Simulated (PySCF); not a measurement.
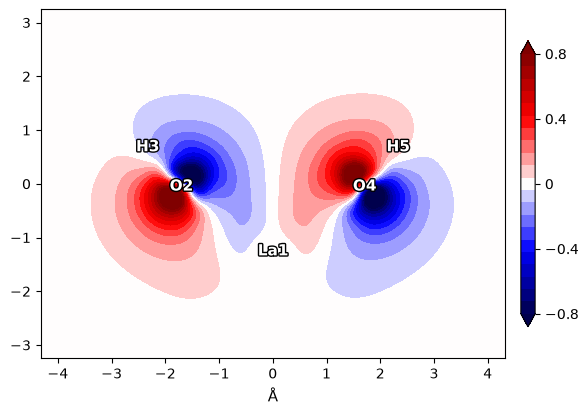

Figure 1: H₂LaO₂ (charge +1). One frontier orbital on the molecular plane (values in Å⁻³ᐟ²; the overall sign is arbitrary).

Core potentials replace the inner electrons of La.

Theory: PySCF 2.14.0, RKS PBE0, La def2-SVP with ECP46, O def2-SVP, H def2-SVP; non-relativistic Hamiltonian with scalar-relativistic core potentials where named; density fitting.

```
atom    x (Å)    y (Å)    z (Å)
  La   0.0000   0.0000  -0.6791
   O   1.7047  -0.0354   0.5264
   H   2.3305  -0.0470   1.2585
   O  -1.7047   0.0354   0.5264
   H  -2.3305   0.0470   1.2585
```

Which orbital is it: HOMO or LUMO?

Answer. The HOMO, at −13.16 eV. It lies mainly on O2 (about 45 %) and O4 (about 45 %); it is symmetric in the molecular plane (an in-plane orbital: σ, lone-pair or in-plane π type); largely a combination of lone pairs on O2 and O4.
